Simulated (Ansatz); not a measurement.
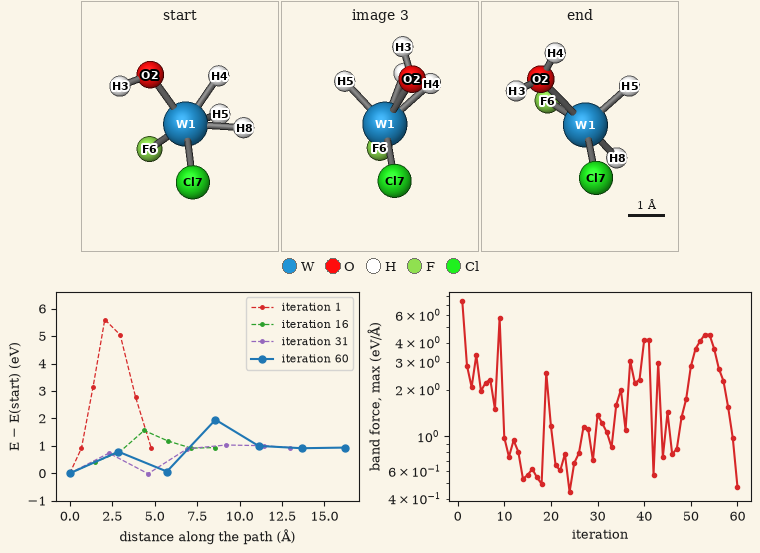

A search for the minimum-energy path of WH$_{4}$OClF by the nudged elastic band. Images are numbered from 0 (start) to 6 (end). The plot follows the band through its iterations. A ball-and-stick model, seen from a free direction.

These are results of RKS PBE0/def2-SVP (Ansatz 0.2.0), not measurements. Set-up: 5 movable images; climbing image; force threshold 0.05 eV/Å; iteration limit 60; starting path through a guess of the saddle point.

> Judge this run.

The result isn't final. The band hadn't converged when the run stopped after 60 iterations. The largest component of the band force went from 7.4 to 0.47 eV/Å. The barrier read from it is provisional: over the last two iterations the highest image moved from 1.79 eV to 1.95 eV. The first iteration put the highest image at 5.60 eV. Forward barrier 1.95 eV, backward barrier 1.02 eV, with image 3 at the top; the reaction energy is +0.94 eV. The profile has 2 maxima (images 1, 3) with a dip at image 2 (+0.07 eV), which on an unconverged band is provisional.

The run took 15 min on 2 threads of Arm Neoverse V2 (shared host), peak memory 0.21 GiB.
